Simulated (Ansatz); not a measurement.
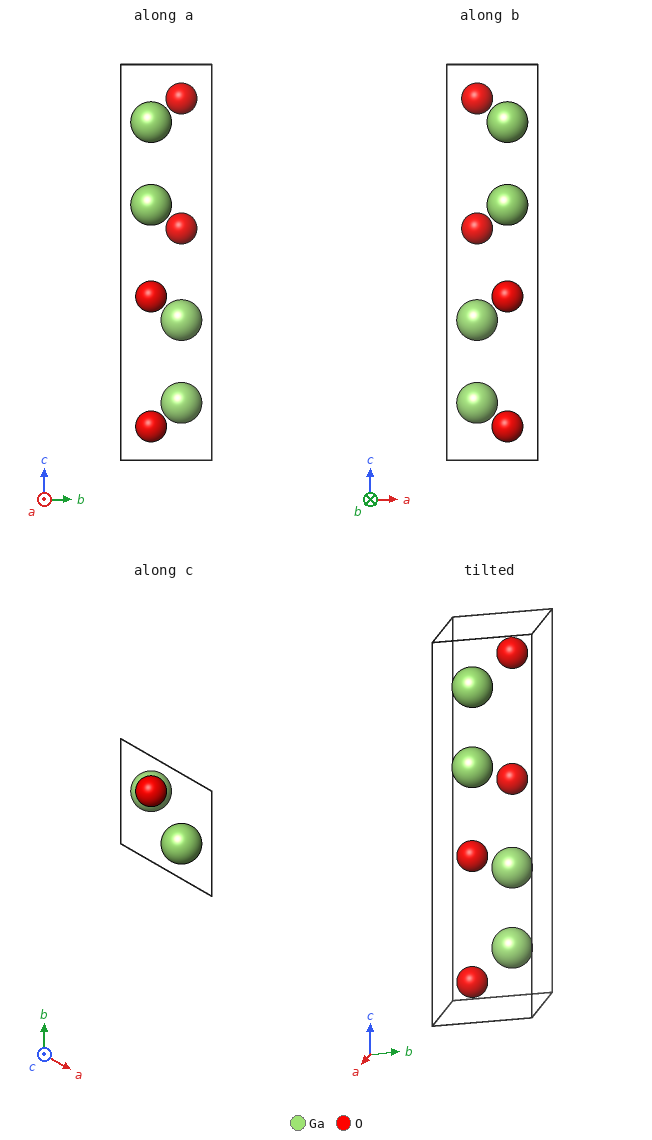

Crystal structure, spheres-only style, seen along the a axis, along the b axis, along the c axis and slightly off an axis. The conventional unit cell is drawn as a box.

Lattice parameters: a = 3.061 Å, b = 3.061 Å, c = 11.535 Å, α = 90.00°, β = 90.00°, γ = 120.00°.

Question: Reconstruct the structure as a table of Wyckoff sites, with free fractional coordinates to two decimals.

Answer: Space group P6_3/mmc (No. 194).
```json
{"atom": "Ga", "site": "4f", "x": "0.3333", "y": "0.6667", "z": "0.15"}
{"atom": "O", "site": "4f", "x": "0.3333", "y": "0.6667", "z": "0.59"}
```

The initial geometry was a structure type filled with these elements by a generator (whether the compound takes this form wasn't checked). The cell was then strained or its atoms displaced on purpose. A calculation with Ansatz used it as input.
